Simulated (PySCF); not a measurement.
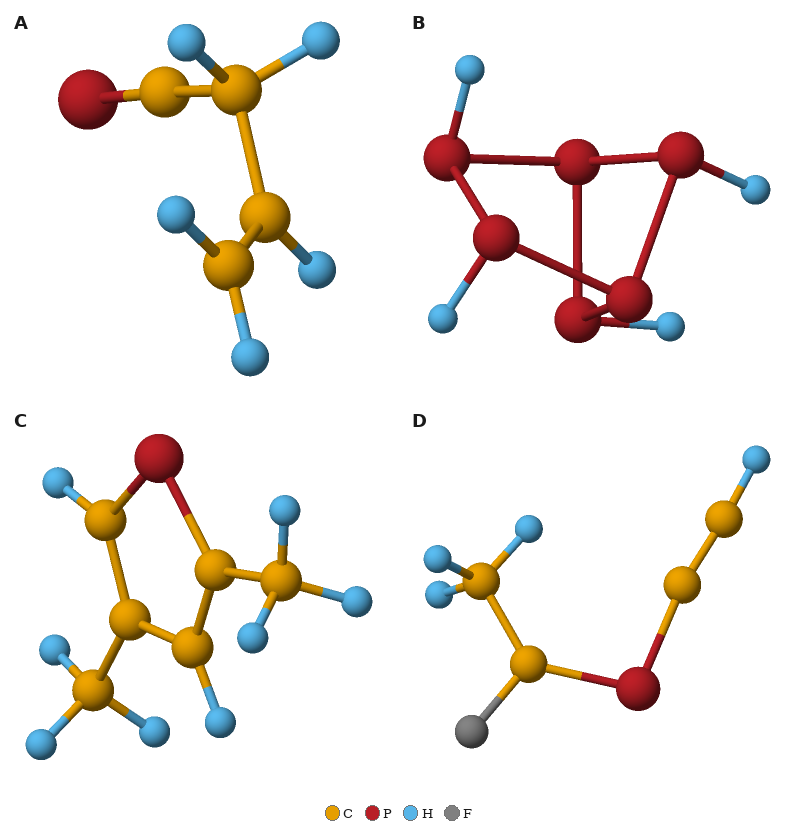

(Drawn from a calculation with PySCF.)

Q: Match each picture to its SMILES.
(1) C=CCC#P
(2) C#C/P=C(\C)F
(3) Cc1c[p-]c(C)c1
(4) [pH]1[pH]p2[pH]p1[pH]2

A: A is (1), B is (4), C is (3), D is (2).
